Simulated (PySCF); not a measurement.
System: CH$_{12}$OSi$_{5}$.

```csv
atom,x (Å),y (Å),z (Å)
C,2.9241,-0.0064,-0.0823
Si,1.2686,-0.4433,-0.9239
Si,0.0520,1.5367,-1.2632
Si,-1.5841,1.6053,0.4040
Si,-1.8555,-0.6021,1.1208
O,-2.9725,-1.3372,0.1656
Si,0.0394,-1.8187,0.5313
H,2.7517,0.4772,0.8756
H,3.5208,-0.8942,0.1053
H,3.5218,0.6693,-0.6870
H,1.6507,-1.0960,-2.1924
H,-0.5782,1.5373,-2.5928
H,0.8873,2.7462,-1.2927
H,-2.8336,2.2463,-0.0407
H,-1.1536,2.4605,1.5198
H,-2.3431,-0.7245,2.5079
H,-3.8860,-1.0669,0.1498
H,0.8370,-2.1425,1.7276
H,-0.2566,-3.1378,-0.0403
```

Geometry: GFN2-xTB.

Level of theory: PySCF 2.14.0, PBE0/pcSseg-1, SCF density, gas phase, non-relativistic.

Question: What will maps of the electron density and electron localisation function show?

Answer: Si–Si (2.33 Å): ρ at the midpoint is about 0.66 e/Å³; the ELF peaks at about 1 between the atoms; localised, covalent bonding.

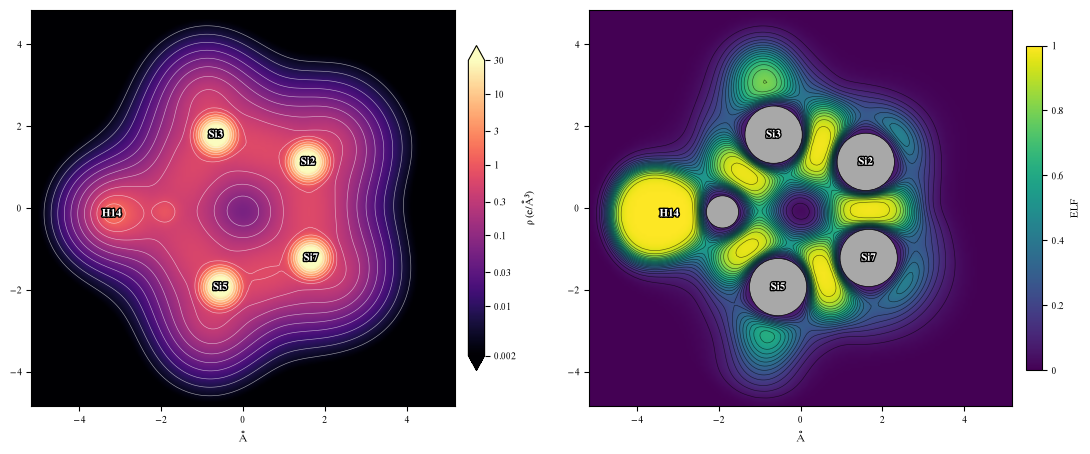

Computed electron density and electron localisation function on the plane of atoms Si3, Si2 and Si7, in this order. Grey discs cover the atomic cores in the ELF map. 
